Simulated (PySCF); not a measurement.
**C$_{5}$H$_{15}$P$_{3}$: density, localisation and related maps**

Input

```
{"job": {"kind": "nmr", "xc": "PBE0", "basis": "pcSseg-1"}, "charge": 0, "multiplicity": 1}
C     -2.303012    -0.861300    -1.357327
P     -1.259382     0.068535    -0.371842
C     -1.886651     1.780440    -0.353641
C     -1.489334    -0.488659     1.356832
P      0.978772     0.568945    -0.624947
C      1.334919    -0.984525    -1.552313
C      1.698085     0.055238     1.016989
P      3.545249     0.185090     0.805086
H     -2.076942    -1.924272    -1.302023
H     -2.295974    -0.512057    -2.387756
H     -1.300373     2.390593     0.332250
H     -2.934597     1.762809    -0.059529
H     -1.802034     2.192532    -1.357444
H     -1.085259    -1.491599     1.479506
H     -1.007923     0.192151     2.055377
H     -2.563091    -0.515215     1.532432
H      0.928551    -0.889774    -2.558649
H      0.877032    -1.845171    -1.061133
H      2.413477    -1.126230    -1.616544
H      1.364784     0.727948     1.809829
H      1.436106    -0.975808     1.269637
H      3.571455     1.576501     0.790078
H      3.851389     0.140815     2.165211
```

Command:

```sh
OMP_NUM_THREADS=1 python probes_run.py task.json out
```

Geometry: GFN2-xTB.

The calculation used PBE0/pcSseg-1, SCF density, gas phase, non-relativistic (PySCF).

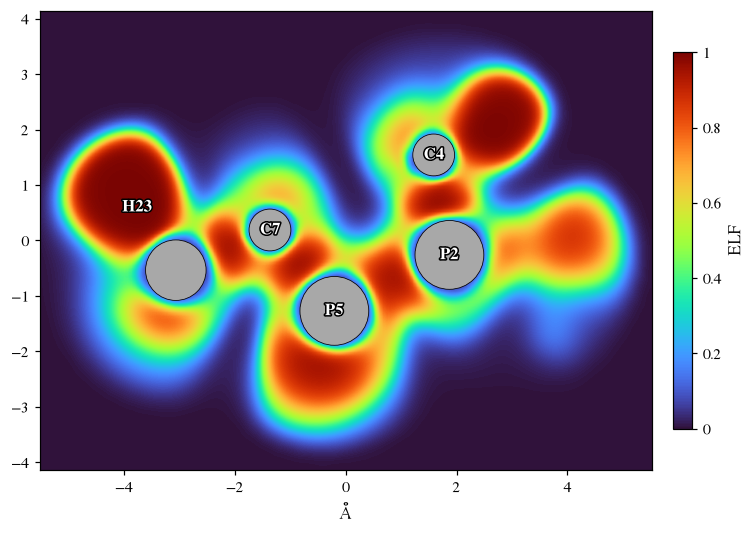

Figure 1. ELF on the plane of atoms P2, P5 and C7. Grey discs cover the atomic cores.

What does the map show?

Answer.
- The plane passes through P, C and H nuclei.
- P–P (2.31 Å): the ELF peaks at about 0.95 between the atoms (a covalent bond).
- C–P (1.83 Å): the ELF peaks at about 0.95 between the atoms: a shared electron pair.
- C–P (1.86 Å): the ELF peaks at about 0.95 between the atoms: a covalent bond.
- The ELF also peaks beside P5, away from the bonds: lone-pair regions.

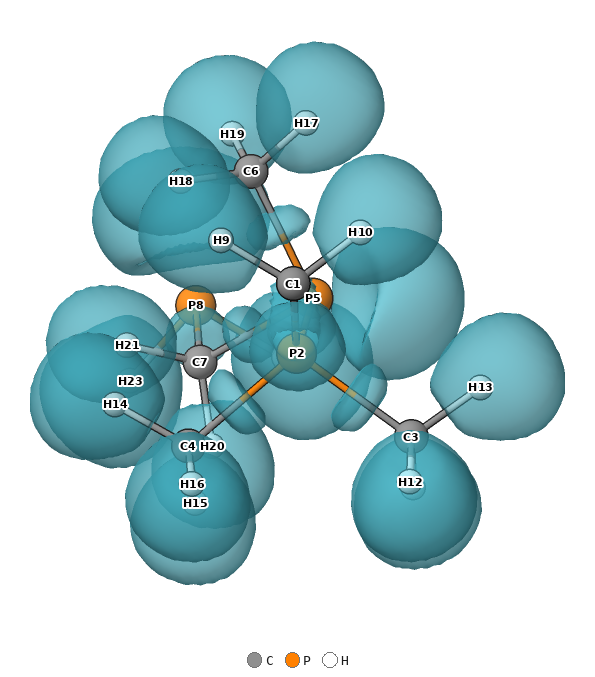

Figure 2. Isosurface of the ELF at 0.85 (cyan), seen at an oblique angle. Core shells and regions of very low density are left out.

Identify the bonds, lone pairs and shells in this picture.

Answer. The ELF exceeds this value in five regions between bonded C–P atoms (shared pairs), one region between bonded P–P atoms (shared pairs), 15 regions around hydrogen nuclei, one region on C in which the atom's valence shell and bonds are merged and two lobes on P, pointing away from the bonds (lone pairs). Profiles from the grid: C–P (1.71 Å): the ELF peaks at about 0.90 between the atoms: a covalent bond.

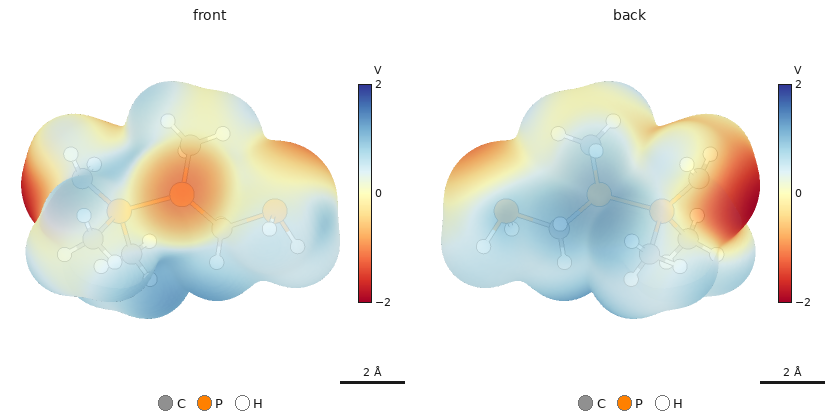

Figure 3. The electrostatic potential painted on the density surface at 0.002 e/bohr³, seen from the front and from behind; red is negative and blue positive.

Where is the surface potential most negative and most positive?

Answer. The most negative region (about −1.9 V, or −44 kcal/mol for a unit charge) lies over C1, the most positive (about +1.3 V, or +30 kcal/mol for a unit charge) over H15 and H20.
